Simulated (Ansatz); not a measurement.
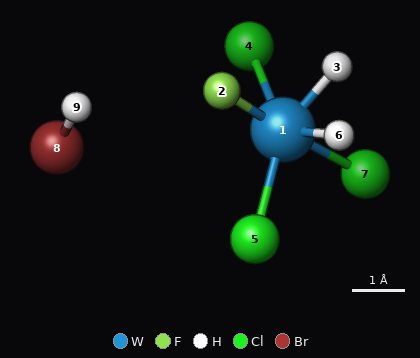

Figure 1. The input geometry (ball-and-stick view, seen at a tilt; atoms are numbered from 1 in the order of the input). Sticks mark near contacts. Bond lengths as drawn: Br–H 1.41 Å, Cl–W 2.27 to 2.34 Å, F–W 1.84 Å and H–W 1.64 Å.

**Run report: WH₃BrCl₃F, nudged elastic band (part 1 of 2)**

WH₃BrCl₃F, computed with RHF/def2-SVP (Ansatz 0.2.0).

The run did not end well. One setting was made poor on purpose. It belongs to a series of runs on one base structure; here: band between the two ends.

Input:
```yaml
crystal:
  periodic: [false, false, false]
  atoms:
    - { symbol: W, position_ang: [-0.017981, 0.017433, -0.281522] }
    - { symbol: F, position_ang: [-0.090157, 0.023532, 1.557703] }
    - { symbol: H, position_ang: [1.568678, -0.395175, -0.151046] }
    - { symbol: Cl, position_ang: [0.973584, 2.139111, -0.197296] }
    - { symbol: Cl, position_ang: [-2.077988, -1.098652, -0.308686] }
    - { symbol: H, position_ang: [0.483548, -1.546197, -0.189604] }
    - { symbol: Cl, position_ang: [0.20698, -0.116613, -2.533954] }
    - { symbol: Br, position_ang: [-2.76425, 2.518312, 2.044697] }
    - { symbol: H, position_ang: [-1.932414, 1.746549, 2.879808] }
basis:
  gaussian: { orbitals: def2-SVP }
hamiltonian:
  xc: hf
neb:
  order_check: false
  images: 5
  f_tol: 0.05
  max_iterations: 60
  max_displacement: 0.02
  optimiser: lbfgs
  final_atoms:
    - { symbol: W, position_ang: [0.2253262, 0.30741117, -0.22833356] }
    - { symbol: F, position_ang: [0.19541826, 0.46499182, 2.24864168] }
    - { symbol: H, position_ang: [1.59229036, -0.59866498, 0.14152782] }
    - { symbol: Cl, position_ang: [0.14162068, 2.6602005, 0.36465055] }
    - { symbol: Cl, position_ang: [-3.70488901, -0.98894295, -0.26502121] }
    - { symbol: H, position_ang: [-0.3905426, -1.12330335, 0.44284287] }
    - { symbol: Cl, position_ang: [0.56738113, 0.37510107, -2.49243675] }
    - { symbol: Br, position_ang: [-2.67804337, 0.85431825, 0.18563002] }
    - { symbol: H, position_ang: [0.40143836, 1.33718846, 2.42259858] }
  initial_path:
    images:
      - { positions_ang: [[-0.017981, 0.017433, -0.281522], [-0.090157, 0.023532, 1.557703], [1.568678, -0.395175, -0.151046], [0.973584, 2.139111, -0.197296], [-2.077988, -1.098652, -0.308686], [0.483548, -1.546197, -0.189604], [0.20698, -0.116613, -2.533954], [-2.76425, 2.518312, 2.044697], [-1.932414, 1.746549, 2.879808]] }
      - { positions_ang: [[-0.00858101, 0.01126343, -0.18267852], [-0.07608561, 0.02361419, 1.77650168], [1.62231528, -0.26036709, -0.08057537], [0.6479196, 2.2223169, -0.13565125], [-2.17829426, -0.73757528, -0.22179644], [0.3290409, -1.60444298, -0.11483406], [0.16245462, -0.08710083, -2.48063721], [-2.53256969, 2.27701469, 1.64482896], [-1.61619983, 1.44357697, 2.61494221]] }
      - { positions_ang: [[0.00081899, 0.00509386, -0.08383504], [-0.06201423, 0.02369639, 1.99530036], [1.67595255, -0.12555919, -0.01010474], [0.3222552, 2.30552281, -0.0740065], [-2.27860052, -0.37649856, -0.13490688], [0.17453381, -1.66268897, -0.04006413], [0.11792925, -0.05758866, -2.42732042], [-2.30088938, 2.03571738, 1.24496093], [-1.29998567, 1.14060494, 2.35007643]] }
      - { positions_ang: [[0.01021898, -0.0010757, 0.01500844], [-0.04794284, 0.02377858, 2.21409904], [1.72958983, 0.00924872, 0.06036588], [-0.0034092, 2.38872871, -0.01236175], [-2.37890679, -0.01542184, -0.04801732], [0.02002671, -1.72093495, 0.03470581], [0.07340387, -0.02807649, -2.37400362], [-2.06920906, 1.79442007, 0.84509289], [-0.9837715, 0.8376329, 2.08521064]] }
      - { positions_ang: [[0.08192139, 0.10175325, -0.06610556], [0.03317753, 0.17084966, 2.22561325], [1.68382334, -0.19338918, 0.08741986], [0.04493409, 2.47921931, 0.11330902], [-2.82090086, -0.33992888, -0.12035195], [-0.11682973, -1.52172442, 0.1707515], [0.23806296, 0.10631603, -2.41348133], [-2.27215383, 1.4810528, 0.62527193], [-0.52203488, 1.00415142, 2.19767328]] }
      - { positions_ang: [[0.15362379, 0.20458221, -0.14721956], [0.11429789, 0.31792074, 2.23712746], [1.63805685, -0.39602708, 0.11447384], [0.09327739, 2.56970991, 0.23897978], [-3.26289494, -0.66443592, -0.19268658], [-0.25368616, -1.32251388, 0.30679718], [0.40272204, 0.24070855, -2.45295904], [-2.4750986, 1.16768553, 0.40545098], [-0.06029826, 1.17066994, 2.31013593]] }
      - { positions_ang: [[0.2253262, 0.30741117, -0.22833356], [0.19541826, 0.46499182, 2.24864168], [1.59229036, -0.59866498, 0.14152782], [0.14162068, 2.6602005, 0.36465055], [-3.70488901, -0.98894295, -0.26502121], [-0.3905426, -1.12330335, 0.44284287], [0.56738113, 0.37510107, -2.49243675], [-2.67804337, 0.85431825, 0.18563002], [0.40143836, 1.33718846, 2.42259858]] }
```

Hardware: 4 threads of Arm Neoverse V2, 24 GiB of memory available, shared host.

Launched with:
```bash
ansatz run input.yaml --threads 4 --pin off --max-ram 5120MiB --backend cpu --events-out ev --progress --plain --runs-dir out
```

What the program printed:
```
Engine: ansatz 0.2.0, aarch64-unknown-linux-gnu
Functional definition: HF
  exchange = exact_x
  correlation = 0
1504 factors; integrals over basis functions are off by at most 3.5e-4 eV
mean field evaluation 1: about -112042.1401 eV, gradient 5.3e1 eV
mean field evaluation 2: about -112042.3820 eV, gradient 5.3e1 eV
mean field evaluation 4: about -112049.0856 eV, gradient 4.0e0 eV
mean field evaluation 8: about -112049.1806 eV, gradient 6.3e-1 eV
mean field -112049.18312270 eV, -4117.7315300951 hartree, gradient 4.5e-5 eV, S^2 0.000000; 0 other end points of the search recorded, 0 dependent functions left out
the calculation of the forces begins
reference -112049.18312270 eV, -4117.7315300951 hartree; 56, 56 occupied and 91, 91 virtual orbitals, 1504 factors
1505 factors; integrals over basis functions are off by at most 1.1e-3 eV
mean field evaluation 16: about -112041.4712 eV, gradient 3.7e1 eV
mean field evaluation 32: about -112046.1754 eV, gradient 3.1e-2 eV
mean field evaluation 64: about -112045.2854 eV, gradient 5.7e-1 eV
mean field evaluation 96: about -112046.0907 eV, gradient 3.1e0 eV
mean field evaluation 128: about -112046.1741 eV, gradient 2.1e-1 eV
mean field evaluation 160: about -112046.1754 eV, gradient 8.5e-3 eV
mean field -112046.17539382 eV, -4117.6209980973 hartree, gradient 2.6e-5 eV, S^2 0.000000; 2 other end points of the search recorded, 0 dependent functions left out
[... from here on the field's lines of each further geometry are left out, up to the last ...]
NEB iter   1: max|band force component| = 8.457e0 eV/Å  barrier→ = 10.8853 eV  barrier← = 7.8776 eV  Δτ_max = 0.0200 Å  (1713 SCF iters)
NEB iter   2: max|band force component| = 7.924e0 eV/Å  barrier→ = 10.2727 eV  barrier← = 7.2650 eV  Δτ_max = 0.0200 Å  (395 SCF iters)
NEB iter   3: max|band force component| = 7.500e0 eV/Å  barrier→ = 9.7225 eV  barrier← = 6.7147 eV  Δτ_max = 0.0200 Å  (360 SCF iters)
NEB iter   4: max|band force component| = 7.186e0 eV/Å  barrier→ = 9.2147 eV  barrier← = 6.2070 eV  Δτ_max = 0.0200 Å  (359 SCF iters)
NEB iter   5: max|band force component| = 6.911e0 eV/Å  barrier→ = 8.7323 eV  barrier← = 5.7246 eV  Δτ_max = 0.0200 Å  (350 SCF iters)
NEB iter   6: max|band force component| = 6.671e0 eV/Å  barrier→ = 8.2826 eV  barrier← = 5.2748 eV  Δτ_max = 0.0200 Å  (358 SCF iters)
NEB iter   7: max|band force component| = 6.435e0 eV/Å  barrier→ = 7.8754 eV  barrier← = 4.8676 eV  Δτ_max = 0.0200 Å  (355 SCF iters)
NEB iter   8: max|band force component| = 6.191e0 eV/Å  barrier→ = 7.5267 eV  barrier← = 4.5190 eV  Δτ_max = 0.0200 Å  (349 SCF iters)
NEB iter   9: max|band force component| = 5.935e0 eV/Å  barrier→ = 7.2308 eV  barrier← = 4.2230 eV  Δτ_max = 0.0200 Å  (389 SCF iters)
NEB iter  10: max|band force component| = 5.672e0 eV/Å  barrier→ = 6.9736 eV  barrier← = 3.9659 eV  Δτ_max = 0.0200 Å  (384 SCF iters)
NEB iter  11: max|band force component| = 5.411e0 eV/Å  barrier→ = 6.7417 eV  barrier← = 3.7340 eV  Δτ_max = 0.0200 Å  (351 SCF iters)
NEB iter  12: max|band force component| = 5.154e0 eV/Å  barrier→ = 6.5260 eV  barrier← = 3.5182 eV  Δτ_max = 0.0200 Å  (348 SCF iters)
NEB iter  13: max|band force component| = 4.916e0 eV/Å  barrier→ = 6.3321 eV  barrier← = 3.3243 eV  Δτ_max = 0.0200 Å  (351 SCF iters)
NEB iter  14: max|band force component| = 4.687e0 eV/Å  barrier→ = 6.1486 eV  barrier← = 3.1409 eV  Δτ_max = 0.0200 Å  (354 SCF iters)
NEB iter  15: max|band force component| = 4.477e0 eV/Å  barrier→ = 5.9837 eV  barrier← = 2.9760 eV  Δτ_max = 0.0200 Å  (342 SCF iters)
NEB iter  16: max|band force component| = 4.277e0 eV/Å  barrier→ = 5.8261 eV  barrier← = 2.8184 eV  Δτ_max = 0.0200 Å  (347 SCF iters)
NEB iter  17: max|band force component| = 4.085e0 eV/Å  barrier→ = 5.6776 eV  barrier← = 2.6699 eV  Δτ_max = 0.0200 Å  (352 SCF iters)
NEB iter  18: max|band force component| = 3.907e0 eV/Å  barrier→ = 5.5418 eV  barrier← = 2.5340 eV  Δτ_max = 0.0200 Å  (353 SCF iters)
NEB iter  19: max|band force component| = 3.737e0 eV/Å  barrier→ = 5.4090 eV  barrier← = 2.4013 eV  Δτ_max = 0.0200 Å  (356 SCF iters)
NEB iter  20: max|band force component| = 3.573e0 eV/Å  barrier→ = 5.2865 eV  barrier← = 2.2787 eV  Δτ_max = 0.0200 Å  (365 SCF iters)
NEB iter  21: max|band force component| = 3.425e0 eV/Å  barrier→ = 5.1683 eV  barrier← = 2.1606 eV  Δτ_max = 0.0200 Å  (359 SCF iters)
NEB iter  22: max|band force component| = 3.279e0 eV/Å  barrier→ = 5.0590 eV  barrier← = 2.0512 eV  Δτ_max = 0.0200 Å  (356 SCF iters)
NEB iter  23: max|band force component| = 3.156e0 eV/Å  barrier→ = 4.9512 eV  barrier← = 1.9435 eV  Δτ_max = 0.0200 Å  (356 SCF iters)
NEB iter  24: max|band force component| = 3.017e0 eV/Å  barrier→ = 4.8545 eV  barrier← = 1.8468 eV  Δτ_max = 0.0200 Å  (347 SCF iters)
NEB iter  25: max|band force component| = 2.925e0 eV/Å  barrier→ = 4.7528 eV  barrier← = 1.7451 eV  Δτ_max = 0.0200 Å  (350 SCF iters)
NEB iter  26: max|band force component| = 2.807e0 eV/Å  barrier→ = 4.6619 eV  barrier← = 1.6542 eV  Δτ_max = 0.0200 Å  (345 SCF iters)
NEB iter  27: max|band force component| = 2.706e0 eV/Å  barrier→ = 4.5752 eV  barrier← = 1.5674 eV  Δτ_max = 0.0200 Å  (347 SCF iters)
NEB iter  28: max|band force component| = 2.604e0 eV/Å  barrier→ = 4.4922 eV  barrier← = 1.4844 eV  Δτ_max = 0.0200 Å  (347 SCF iters)
NEB iter  29: max|band force component| = 2.503e0 eV/Å  barrier→ = 4.4132 eV  barrier← = 1.4055 eV  Δτ_max = 0.0200 Å  (339 SCF iters)
NEB iter  30: max|band force component| = 2.409e0 eV/Å  barrier→ = 4.3381 eV  barrier← = 1.3304 eV  Δτ_max = 0.0200 Å  (338 SCF iters)
NEB iter  31: max|band force component| = 2.317e0 eV/Å  barrier→ = 4.2663 eV  barrier← = 1.2585 eV  Δτ_max = 0.0200 Å  (339 SCF iters)
NEB iter  32: max|band force component| = 2.225e0 eV/Å  barrier→ = 4.1992 eV  barrier← = 1.1915 eV  Δτ_max = 0.0200 Å  (338 SCF iters)
NEB iter  33: max|band force component| = 2.140e0 eV/Å  barrier→ = 4.1346 eV  barrier← = 1.1269 eV  Δτ_max = 0.0200 Å  (336 SCF iters)
NEB iter  34: max|band force component| = 2.050e0 eV/Å  barrier→ = 4.0751 eV  barrier← = 1.0674 eV  Δτ_max = 0.0200 Å  (340 SCF iters)
NEB iter  35: max|band force component| = 1.979e0 eV/Å  barrier→ = 4.0179 eV  barrier← = 1.0101 eV  Δτ_max = 0.0200 Å  (339 SCF iters)
NEB iter  36: max|band force component| = 1.889e0 eV/Å  barrier→ = 3.9658 eV  barrier← = 0.9580 eV  Δτ_max = 0.0200 Å  (339 SCF iters)
NEB iter  37: max|band force component| = 1.822e0 eV/Å  barrier→ = 3.9147 eV  barrier← = 0.9069 eV  Δτ_max = 0.0200 Å  (352 SCF iters)
NEB iter  38: max|band force component| = 1.747e0 eV/Å  barrier→ = 3.8672 eV  barrier← = 0.8595 eV  Δτ_max = 0.0200 Å  (341 SCF iters)
NEB iter  39: max|band force component| = 1.670e0 eV/Å  barrier→ = 3.8225 eV  barrier← = 0.8148 eV  Δτ_max = 0.0200 Å  (342 SCF iters)
NEB iter  40: max|band force component| = 1.591e0 eV/Å  barrier→ = 3.7806 eV  barrier← = 0.7728 eV  Δτ_max = 0.0200 Å  (374 SCF iters)
NEB iter  41: max|band force component| = 1.510e0 eV/Å  barrier→ = 3.7414 eV  barrier← = 0.7337 eV  Δτ_max = 0.0200 Å  (377 SCF iters)
NEB iter  42: max|band force component| = 1.428e0 eV/Å  barrier→ = 3.7052 eV  barrier← = 0.6975 eV  Δτ_max = 0.0200 Å  (383 SCF iters)
NEB iter  43: max|band force component| = 1.342e0 eV/Å  barrier→ = 3.6715 eV  barrier← = 0.6638 eV  Δτ_max = 0.0200 Å  (378 SCF iters)
NEB iter  44: max|band force component| = 1.252e0 eV/Å  barrier→ = 3.6396 eV  barrier← = 0.6319 eV  Δτ_max = 0.0200 Å  (382 SCF iters)
NEB iter  45: max|band force component| = 1.159e0 eV/Å  barrier→ = 3.6090 eV  barrier← = 0.6013 eV  Δτ_max = 0.0200 Å  (379 SCF iters)
NEB iter  46: max|band force component| = 1.064e0 eV/Å  barrier→ = 3.5793 eV  barrier← = 0.5716 eV  Δτ_max = 0.0200 Å  (381 SCF iters)
NEB iter  47: max|band force component| = 9.753e-1 eV/Å  barrier→ = 3.5530 eV  barrier← = 0.5453 eV  Δτ_max = 0.0200 Å  (379 SCF iters)
NEB iter  48: max|band force component| = 8.766e-1 eV/Å  barrier→ = 3.5252 eV  barrier← = 0.5175 eV  Δτ_max = 0.0200 Å  (380 SCF iters)
NEB iter  49: max|band force component| = 8.084e-1 eV/Å  barrier→ = 3.5041 eV  barrier← = 0.4964 eV  Δτ_max = 0.0200 Å  (362 SCF iters)
NEB iter  50: max|band force component| = 7.229e-1 eV/Å  barrier→ = 3.4796 eV  barrier← = 0.4719 eV  Δτ_max = 0.0200 Å  (380 SCF iters)
NEB iter  51: max|band force component| = 7.209e-1 eV/Å  barrier→ = 3.4579 eV  barrier← = 0.4502 eV  Δτ_max = 0.0200 Å  (374 SCF iters)
NEB iter  52: max|band force component| = 6.099e-1 eV/Å  barrier→ = 3.4361 eV  barrier← = 0.4284 eV  Δτ_max = 0.0200 Å  (377 SCF iters)
NEB iter  53: max|band force component| = 5.773e-1 eV/Å  barrier→ = 3.4169 eV  barrier← = 0.4092 eV  Δτ_max = 0.0200 Å  (364 SCF iters)
NEB iter  54: max|band force component| = 5.310e-1 eV/Å  barrier→ = 3.3977 eV  barrier← = 0.3900 eV  Δτ_max = 0.0200 Å  (383 SCF iters)
NEB iter  55: max|band force component| = 4.009e-1 eV/Å  barrier→ = 3.3801 eV  barrier← = 0.3724 eV  CI = image 3  Δτ_max = 0.0079 Å  (359 SCF iters)
NEB iter  56: max|band force component| = 3.946e-1 eV/Å  barrier→ = 3.3754 eV  barrier← = 0.3677 eV  CI = image 3  Δτ_max = 0.0127 Å  (361 SCF iters)
NEB iter  57: max|band force component| = 6.934e-1 eV/Å  barrier→ = 3.3712 eV  barrier← = 0.3635 eV  CI = image 3  Δτ_max = 0.0127 Å  (380 SCF iters)
NEB iter  58: max|band force component| = 5.622e-1 eV/Å  barrier→ = 3.3662 eV  barrier← = 0.3584 eV  CI = image 3  Δτ_max = 0.0038 Å  (381 SCF iters)
NEB iter  59: max|band force component| = 3.228e-1 eV/Å  barrier→ = 3.3614 eV  barrier← = 0.3537 eV  CI = image 3  Δτ_max = 0.0200 Å  (360 SCF iters)
the calculation of the forces begins
reference -112046.12182252 eV, -4117.6190293886 hartree; 56, 56 occupied and 91, 91 virtual orbitals, 1506 factors
these checks for a lower state are left out or cut short: starts, cluster_reference, orbital_swaps, neighbouring_geometries, increment
1506 factors; integrals over basis functions are off by at most 1.3e-3 eV
mean field evaluation 3968: about -112045.8861 eV, gradient 5.7e-6 eV
mean field -112045.88614409 eV, -4117.6103683659 hartree, gradient 5.7e-6 eV, S^2 0.000000; 0 other end points of the search recorded, 0 dependent functions left out
the calculation of the forces begins
reference -112045.88614409 eV, -4117.6103683659 hartree; 56, 56 occupied and 91, 91 virtual orbitals, 1506 factors
NEB iter  60: max|band force component| = 3.034e-1 eV/Å  barrier→ = 3.3490 eV  barrier← = 0.3413 eV  CI = image 3  Δτ_max = 0.0200 Å  (356 SCF iters)
```
